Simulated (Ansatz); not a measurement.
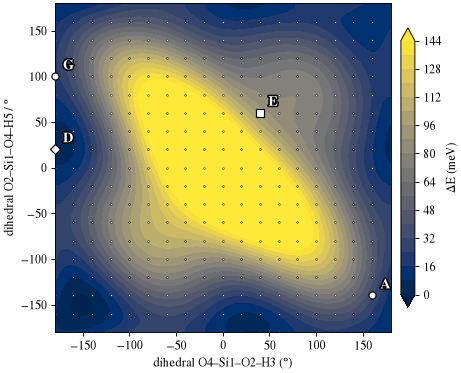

Si(OH)2Cl2. The first coordinate is: dihedral O4–Si1–O2–H3; the second: dihedral O2–Si1–O4–H5. Nothing is relaxed (all other coordinates rigid). The scan uses an 18 × 18 grid; 188 points were computed and 136 follow by symmetry. Points are written as (first, second). Energies are in meV, from the lowest grid point. All numbers below come from RKS BHLYP-D4/def2-SVP (Ansatz 0.2.0).

The picture shows filled contours, dots at the grid points, one colour for all values above the top of the scale, lettered points. Between grid points the surface is interpolated.

**Is A the lowest point of the computed grid?**

No. A lies 33 meV above the lowest grid point, which is at (−160°, −160°).

**What kind of point is each of A, D, E: minimum, saddle, maximum or slope?**

A: on a slope; D: minimum; E: on a slope. (In these two coordinates alone; a stationary point may lie a little off the grid point.)
